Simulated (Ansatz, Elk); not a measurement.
## Bonding as seen by X-rays: Be2Al3

Structure refinements treat a crystal as free atoms side by side. For a made-up structure of Be2Al3 (cell and positions from a PBEsol relaxation) the runs below show what the calculated density changes in F(hkl).

Method: DFT, PBE, all-electron APW+lo, Dirac cores, scalar-relativistic bands, static density, no spin, in Elk 11.2.3 (patched build).

The structure was built from a prototype and need not be the compound's stable phase.

**1. The structure**

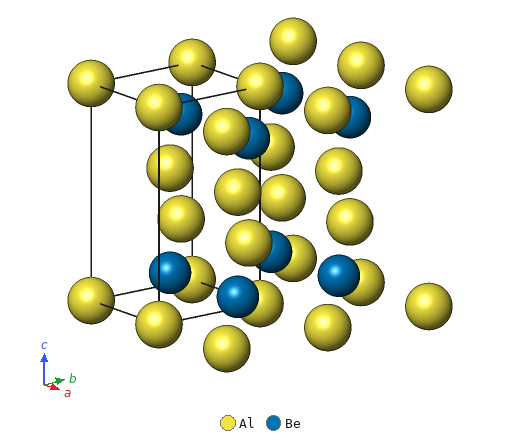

Start, viewed slightly off an axis; aluminium yellow, beryllium blue. 2×2×1 cells are drawn. Some periodic images of atoms are drawn too.

**2. Ground state and structure factors**

An all-electron density is needed, since X-rays see the cores too. Task 0 finds the density and task 195 Fourier-transforms it; tshift is off so that phases refer to the origin typed.

The input, elk.in:

```
tasks
  0
  195

xctype
  20

spinpol
  .false.

rgkmax
  7.0

gmaxvr
  14.0

lmaxo
  7

lmaxapw
  8

swidth
  0.002

tshift
  .false.

ramdisk
  .false.

hmaxvr
  5.5

maxscl
  120

epspot
  1e-06

sppath
  './'

avec
  7.51243509038 0.00000000000 0.00000000000
  -3.75621754519 6.50595963255 -0.00000000000
  0.00000000000 -0.00000000000 9.71385330309

atoms
  2
  'Al.in'
  3
  0.6666666667 0.3333333333 0.6517595484   0.000000 0.000000 0.000000
  0.3333333333 0.6666666667 0.3482404516   0.000000 0.000000 0.000000
  -0.0000000000 0.0000000000 -0.0000000000   0.000000 0.000000 0.000000
  'Be.in'
  2
  0.6666666667 0.3333333333 0.1693426656   0.000000 0.000000 0.000000
  0.3333333333 0.6666666667 0.8306573344   0.000000 0.000000 0.000000

ngridk
  7 7 5
```

The run is started by

```
> OMP_NUM_THREADS=4 elk
```

Numbers of over 12 decimals in the logs are rounded to 6 here.

The log of the run:

```text
┌─────────────────────────┐
│ Elk code version 11.2.3 │
└─────────────────────────┘

All units are atomic (Hartree, Bohr, etc.)

┌─────────────────────────────────────────────────┐
│ Ground-state run starting from atomic densities │
└─────────────────────────────────────────────────┘

Lattice vectors :
   7.512435090       0.000000000       0.000000000
  -3.756217545       6.505959633      -0.000000000
   0.000000000      -0.000000000       9.713853303

Reciprocal lattice vectors :
  0.8363713272      0.4828792109       0.000000000
  -0.000000000      0.9657584218       0.000000000
  -0.000000000       0.000000000      0.6468272797

Unit cell volume      :    474.7704031
Brillouin zone volume :   0.5224635147

Muffin-tin inner radius fraction :   0.1000000000E-01

Nuclei treated as point charges

Species : 1 (Al)
 parameters loaded from : Al.in
 name : aluminium
 nuclear charge    :   -13.00000000
 electronic charge :    13.00000000
 atomic mass :    49184.33496
 muffin-tin radius :    2.200000000
 number of radial points in muffin-tin :    793
 inner part over the whole radius :   0.9821194981E-02
 number on inner part of muffin-tin    :    552
 approximate nuclear radius :   0.5839653600E-04
 number of mesh points to nuclear radius :    244
 atomic positions (lattice), magnetic fields (Cartesian) :
  1 :  -0.33333333  0.33333333 -0.34824045    0.00000000  0.00000000  0.00000000
  2 :   0.33333333 -0.33333333  0.34824045    0.00000000  0.00000000  0.00000000
  3 :   0.00000000  0.00000000  0.00000000    0.00000000  0.00000000  0.00000000

Species : 2 (Be)
 parameters loaded from : Be.in
 name : beryllium
 nuclear charge    :   -4.000000000
 electronic charge :    4.000000000
 atomic mass :    16428.20280
 muffin-tin radius :    1.800000000
 number of radial points in muffin-tin :    593
 inner part over the whole radius :   0.9826427374E-02
 number on inner part of muffin-tin    :    403
 approximate nuclear radius :   0.4290726161E-04
 number of mesh points to nuclear radius :    156
 atomic positions (lattice), magnetic fields (Cartesian) :
  1 :  -0.33333333  0.33333333  0.16934267    0.00000000  0.00000000  0.00000000
  2 :   0.33333333 -0.33333333 -0.16934267    0.00000000  0.00000000  0.00000000

Total number of atoms per unit cell :    5
Total muffin-tin volume :    182.6647633
 ratio of muffin-tin to unit cell volume :   0.3847433666

Spin treatment :
 spin-unpolarised

Number of Bravais lattice symmetries :   24
Number of crystal symmetries         :   12
Crystal has inversion symmetry
Real symmetric eigensolver will be used

k-point grid :      7     7     5
k-point offset :    0.000000000       0.000000000       0.000000000
k-point set is reduced with full crystal symmetry group
Total number of k-points :       32

Muffin-tin radius times maximum |G+k| :    7.000000000
 using average radius
Maximum |G+k| for APW functions       :    3.431372549
Maximum (1/2)|G+k|²                   :    5.887158785
Maximum |G| for potential and density :    14.00000000
Constant for pseudocharge density :    8
 order of it for each species :   15  15
 order of it for pair densities of each species (exact exchange by exxq0 0: 16) :   11   6
Radial integration step length :    1

G-vector grid sizes :     35    35    45
Number of G-vectors :    21979

Maximum angular momentum used for
 APW functions            :    8
 outer part of muffin-tin :    7
 inner part of muffin-tin :    2

Total nuclear charge    :   -47.00000000
Total core charge       :    16.00000000
Total valence charge    :    31.00000000
Total excess charge     :    0.000000000
Total electronic charge :    47.00000000

Effective Wigner radius, rₛ :    1.341011154

Number of empty states         :     20
Total number of valence states :     36
Total number of core states    :     16

Third-order local-orbitals added for an l without core states : T
Total number of local-orbitals :     44

Exchange-correlation functional :     20     0     0
[...]
exchange                    :     -59.897234758135
 correlation                 :     -1.798034
 electron entropic           :    -0.56029966024593E-03
 total energy                :     -758.69300852506

Density of states at Fermi energy :    39.82458765
 (states/Hartree/unit cell)

Estimated indirect band gap :   0.2557774286E-02
 from k-point 2 to k-point 3
Estimated direct band gap   :   0.1501587478E-01
 at k-point 23

Charges :
 core                        :    16.00000000
 valence                     :    31.00000000
 interstitial                :    7.651730744
 muffin-tins (core leakage)
  species : 1 (Al)
   atom 1                    :    11.16367229     (  0.4905596226E-03)
[...]
species : 2 (Be)
[...]
total in muffin-tins        :    39.34826926
 total calculated charge     :    46.99622274
 total charge                :    47.00000000
 error                       :   0.3777257132E-02

RMS change in Kohn-Sham potential (target) :    5.289089843     (  0.1000000000E-05)
Absolute change in total energy (target)   :   0.2636478649     (  0.1000000000E-03)

[... loops 3 to 15 left out ...]

┌──────────────────┐
│ Loop number : 16 │
└──────────────────┘

Energies :
 Fermi                       :     0.245014
 sum of occupied eigenvalues :     -403.16021067275
 electron kinetic            :      759.24954334249
 core electron kinetic       :      569.59480078072
 Coulomb                     :     -1455.5044357325
 Coulomb potential           :     -1082.8154073077
 nuclear-nuclear             :     -155.75045574674
 electron-nuclear            :     -1520.1333628596
 Hartree                     :      220.37938287382
 Madelung                    :     -914.09673207866
 xc potential                :     -79.594346707518
 exchange                    :     -59.903820381986
 correlation                 :     -1.800582
 electron entropic           :    -0.61763604084543E-03
 total energy                :     -757.95991264257

Density of states at Fermi energy :    46.26806867
 (states/Hartree/unit cell)

Estimated indirect band gap :   0.1663862321E-02
 from k-point 25 to k-point 3
Estimated direct band gap   :   0.1685720387E-01
 at k-point 18

Charges :
 core                        :    16.00000000
 valence                     :    31.00000000
 interstitial                :    7.643483651
 muffin-tins (core leakage)
  species : 1 (Al)
[...]
species : 2 (Be)
[...]
total in muffin-tins        :    39.35651635
 total calculated charge     :    46.99629516
 total charge                :    47.00000000
 error                       :   0.3704837468E-02

RMS change in Kohn-Sham potential (target) :   0.3532162551E-06 (  0.1000000000E-05)
Absolute change in total energy (target)   :   0.5253468771E-06 (  0.1000000000E-03)

Convergence targets achieved

┌──────────────────┐
│ Loop number : 17 │
└──────────────────┘

Energies :
 Fermi                       :     0.245014
 sum of occupied eigenvalues :     -403.16021094021
 electron kinetic            :      759.24954284041
 core electron kinetic       :      569.59480055549
 Coulomb                     :     -1455.5044355922
 Coulomb potential           :     -1082.8154071051
 nuclear-nuclear             :     -155.75045574674
 electron-nuclear            :     -1520.1333627817
 Hartree                     :      220.37938293624
 Madelung                    :     -914.09673203966
 xc potential                :     -79.594346675519
 exchange                    :     -59.903820383592
 correlation                 :     -1.800582
 electron entropic           :    -0.61763607186946E-03
 total energy                :     -757.95991300545

Density of states at Fermi energy :    46.26807142
 (states/Hartree/unit cell)

Estimated indirect band gap :   0.1663861930E-02
 from k-point 25 to k-point 3
Estimated direct band gap   :   0.1685720408E-01
 at k-point 18

Charges :
 core                        :    16.00000000
 valence                     :    31.00000000
 interstitial                :    7.643483641
 muffin-tins (core leakage)
  species : 1 (Al)
[...]
atom 3                    :    11.26514337     (  0.4735823138E-03)
  species : 2 (Be)
   atom 1                    :    2.804463683     (  0.1149350559E-02)
   atom 2                    :    2.804463683     (  0.1149350559E-02)
 total in muffin-tins        :    39.35651636
 total calculated charge     :    46.99629516
 total charge                :    47.00000000
 error                       :   0.3704837347E-02

┌──────────────────────────────┐
│ Self-consistent loop stopped │
└──────────────────────────────┘

Warning : core states of species 1 leak from the muffin-tin :   0.4735823138E-03

Warning : core states of species 2 leak from the muffin-tin :   0.1149350559E-02

Wrote STATE.OUT
```

The job ended after 20 s (4 threads of Arm Neoverse V1, shared host; peak memory 0.16 GiB).

SFACRHO.OUT:

```text

h k l indices transformed by vhmat matrix:
   1.000000000       0.000000000       0.000000000    
   0.000000000       1.000000000       0.000000000    
   0.000000000       0.000000000       1.000000000    

      h      k      l  multipl.   |H|            Re(F)            Im(F)           |F|

      0      0      0      1   0.0000000       46.999998      0.63081001E-17   46.999998    
      0      0      1      2  0.64682728       1.3727530     -0.14412919E-14   1.3727530    
      0     -1      0      6  0.96575842      -2.7390101     -0.22648873E-14   2.7390101    
      0     -1      1      6   1.1623575       4.1199783     -0.47356733E-14   4.1199783    
      0      1      1      6   1.1623575       23.921914     -0.75281764E-15   23.921914    
      0      0      2      2   1.2936546      0.73284358      -0.0000000      0.73284358    
     -1      1      2      6   1.6143827       28.865694     -0.13113182E-13   28.865694    
     -1      1     -2      6   1.6143827      -4.2601881      0.10294942E-13   4.2601881    
      1      1      0      6   1.6727427       28.700573      0.67806523E-14   28.700573    
      1     -2      1     12   1.7934474      0.33130419     -0.67946618E-14  0.33130419    
     -2      0      0      6   1.9315168      -1.6139737      0.86477513E-14   1.6139737    
      0      0      3      2   1.9404818       19.719425      0.74252270E-14   19.719425    
      2      0      1      6   2.0369445       19.880407      0.17749124E-13   19.880407    
      0      2      1      6   2.0369445       2.9431692      0.16471907E-14   2.9431692    
      2     -1      2     12   2.1146182      0.88432058     -0.12148032E-13  0.88432058    
      0     -1      3      6   2.1675237      -1.8215344     -0.94713467E-14   1.8215344    
      0      1      3      6   2.1675237       5.6989627      -0.0000000       5.6989627    
     -2      0      2      6   2.3247149       24.880232     -0.11292265E-13   24.880232
```

Elk indexes on the primitive cell of elk.in and gives |H| = 4π sin θ/λ in inverse bohr. Below, one row stands for each form hkl of the conventional cell (m members, Friedel mates merged), F is for one primitive cell and the density is static (no thermal factor). Free-atom factors are Waasmaier and Kirfel's, and R is Σm||F|−|F'||/Σm|F|.

```csv
hkl,m,sin θ/λ (Å⁻¹),"abs F, DFT",neutral atoms,diff.
001,2,0.097,1.373,1.230,+0.142
100,6,0.145,2.739,2.512,+0.227
101,6,0.175,4.120,3.897,+0.223
011,6,0.175,23.922,24.183,-0.261
002,2,0.195,0.733,0.929,-0.196
102,6,0.243,28.866,29.072,-0.206
012,6,0.243,4.260,4.354,-0.094
110,6,0.252,28.701,28.977,-0.276
111,12,0.270,0.331,0.418,-0.087
200,6,0.290,1.614,1.714,-0.100
003,2,0.292,19.719,19.852,-0.133
201,6,0.306,19.880,19.974,-0.093
021,6,0.306,2.943,3.026,-0.083
112,12,0.318,0.884,0.856,+0.028
103,6,0.326,1.821,1.847,-0.026
013,6,0.326,5.699,5.722,-0.023
022,6,0.350,24.880,24.905,-0.025
202,6,0.350,3.744,3.740,+0.004
```

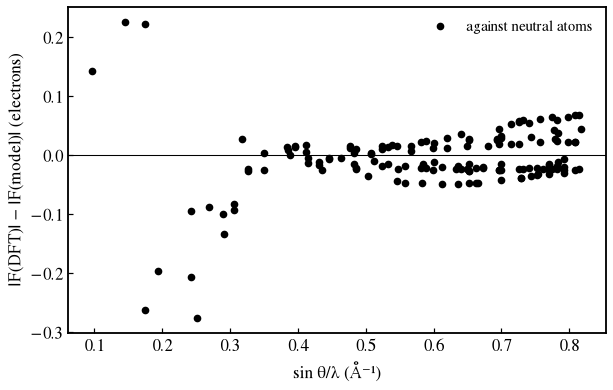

Difference between the calculated structure factors and the independent-atom ones.

**3. The highest occupied states alone**

An energy window below the Fermi level keeps the highest occupied states, to see at which angles they scatter; shallow core shells can lie inside it and anion s states outside. No new self-consistency is needed.

Changes to elk.in since step 2:

```diff
@@ -1,3 +1,2 @@
 tasks
-  0
   195
@@ -40,2 +39,5 @@
 
+wsfac
+  -0.306230 0.545010
+
 sppath
```

The run is started by

```
> OMP_NUM_THREADS=4 elk
```

The log of the run:

```text
┌─────────────────────────────────┐
│ Elk code version 11.2.3 started │
└─────────────────────────────────┘

Info(readinput): the functional depends on the density's gradient
 muffin-tin radial points multiplied by    2.00000
 (not where nrmtscf is given)

┌────────────────────┐
│ Current task : 195 │
└────────────────────┘

Info(sfacrho): density structure factors written to SFACRHO.OUT

 Energy window :  -0.3062300000      0.5450100000

┌──────────────────┐
│ Elk code stopped │
└──────────────────┘
```

Wall time 5.4 s (4 threads); peak memory 0.16 GiB; 6.2 s of CPU time.

States within 15 eV below the Fermi level hold 13.00 electrons; any levels below the window count with the cores. Their amplitudes can exceed the total, where window and core parts have opposite phase:

```
hkl  sin θ/λ (Å⁻¹)  abs F, window  abs F, all
001          0.097          1.000       1.373
100          0.145          0.812       2.739
101          0.175          0.638       4.120
011          0.175          0.173      23.922
002          0.195          0.359       0.733
102          0.243          0.117      28.866
012          0.243          0.050       4.260
110          0.252          0.279      28.701
111          0.270          0.079       0.331
200          0.290          0.118       1.614
```

**4. Another functional**

The difference from free atoms is small, so it is set against the change that LDA (Perdew-Wang) makes.

Changes to elk.in since step 3:

```diff
@@ -1,2 +1,3 @@
 tasks
+  0
   195
@@ -4,3 +5,3 @@
 xctype
-  20
+  3
 
@@ -39,5 +40,2 @@
 
-wsfac
-  -0.306230 0.545010
-
 sppath
```

The run is started by

```
> OMP_NUM_THREADS=4 elk
```

The log of the run:

```text
┌─────────────────────────┐
│ Elk code version 11.2.3 │
└─────────────────────────┘

All units are atomic (Hartree, Bohr, etc.)

┌─────────────────────────────────────────────────┐
│ Ground-state run starting from atomic densities │
└─────────────────────────────────────────────────┘

Lattice vectors :
   7.512435090       0.000000000       0.000000000
  -3.756217545       6.505959633      -0.000000000
   0.000000000      -0.000000000       9.713853303

Reciprocal lattice vectors :
  0.8363713272      0.4828792109       0.000000000
[...]
species : 2 (Be)
   atom 1                    :    2.808658268     (  0.1251311253E-02)
   atom 2                    :    2.808658268     (  0.1251311253E-02)
 total in muffin-tins        :    39.42975674
 total calculated charge     :    46.99600845
 total charge                :    47.00000000
 error                       :   0.3991552419E-02

┌──────────────────────────────┐
│ Self-consistent loop stopped │
└──────────────────────────────┘

Warning : core states of species 1 leak from the muffin-tin :   0.5020410030E-03

Warning : core states of species 2 leak from the muffin-tin :   0.1251311253E-02

Wrote STATE.OUT
[key lines of the parts left out:]
total energy                :     -754.91831225248
```

The job ended after 12 s (4 threads; peak memory 0.16 GiB; 36 s of CPU time).

Against the first run R = 0.27 %; the largest change is -0.063 at 300.

**5. Basis size**

The basis and the expansions that go with it are enlarged, to see whether the differences are converged.

Changes to elk.in since step 4:

```diff
@@ -5,3 +5,3 @@
 xctype
-  3
+  20
 
@@ -11,12 +11,12 @@
 rgkmax
-  7.0
+  8.5
 
 gmaxvr
-  14.0
+  18.0
 
 lmaxo
-  7
+  9
 
 lmaxapw
-  8
+  10
```

The run is started by

```
> OMP_NUM_THREADS=4 elk
```

The log of the run:

```text
┌─────────────────────────┐
│ Elk code version 11.2.3 │
└─────────────────────────┘

All units are atomic (Hartree, Bohr, etc.)

┌─────────────────────────────────────────────────┐
│ Ground-state run starting from atomic densities │
└─────────────────────────────────────────────────┘

Lattice vectors :
   7.512435090       0.000000000       0.000000000
  -3.756217545       6.505959633      -0.000000000
   0.000000000      -0.000000000       9.713853303

Reciprocal lattice vectors :
  0.8363713272      0.4828792109       0.000000000
[...]
species : 2 (Be)
   atom 1                    :    2.804814979     (  0.1149451110E-02)
   atom 2                    :    2.804814979     (  0.1149451110E-02)
 total in muffin-tins        :    39.35799993
 total calculated charge     :    46.99627856
 total charge                :    47.00000000
 error                       :   0.3721444119E-02

┌──────────────────────────────┐
│ Self-consistent loop stopped │
└──────────────────────────────┘

Warning : core states of species 1 leak from the muffin-tin :   0.4735681310E-03

Warning : core states of species 2 leak from the muffin-tin :   0.1149451110E-02

Wrote STATE.OUT
[key lines of the parts left out:]
total energy                :     -757.96057465683
```

Run time: 58 s. Hardware: 4 threads; peak memory 0.28 GiB; 2.9 min of CPU time.

Against the first run R = 0.00 %; the largest change is -0.001 at 124.

**6. Settings against the effect**

```
                              run  R against the first run (%)  R against neutral atoms, low angle (%)  wall time
                    PBE, rgkmax 7                         0.00                                    1.68       20 s
                LDA (Perdew-Wang)                         0.27                                    1.64       12 s
rgkmax 8.5 with larger expansions                         0.00                                    1.68       58 s
```

**7. Results**

| Quantity | Value |
| --- | --- |
| R against neutral atoms, sin θ/λ < 0.3 Å⁻¹ | 1.68 % |
| R against neutral atoms, 0.3 to 0.82 Å⁻¹ | 0.45 % |

**Reading.** Independent neutral atoms miss the calculated amplitudes by R = 1.68 % below 0.3 Å⁻¹ and 0.45 % from there to 0.82 Å⁻¹; by shells, 8.57 % below 0.15 Å⁻¹ (2 forms), 1.46 % 0.15 to 0.3 (9 forms), 0.22 % 0.3 to 0.45 (21 forms), 0.51 % above 0.45 (117 forms). Bonding, aspherical density and the tables' own atoms all enter these figures, and the runs don't part them. The largest change of an amplitude is -0.28 electrons, at 110. Weak lines can change much in proportion: 002 goes from 0.93 to 0.73. The window's part falls from 13.0 electrons at the origin to at most 0.21 between 0.45 and 0.82 Å⁻¹. Below 0.3 Å⁻¹ the changes that finished (LDA (Perdew-Wang) and rgkmax 8.5 with larger expansions) move F by R = 0.06 % at most, against the 1.68 % that separates it from free atoms. The k-mesh has no finished test. Part of the difference isn't bonding: the tables are fits to free atoms and ions calculated by other methods than this functional. Thermal motion, anomalous dispersion and extinction are left out.

[Logs are printed without paths, hosts, clocks, repeated set-up lines and the standing remarks that a program may print on its own settings, such as how far it seeks lower states.]

[Hosts, paths, dates, database ids (printed as entryN), source tags and the programs' standing remarks are cut or masked in the printed files.]
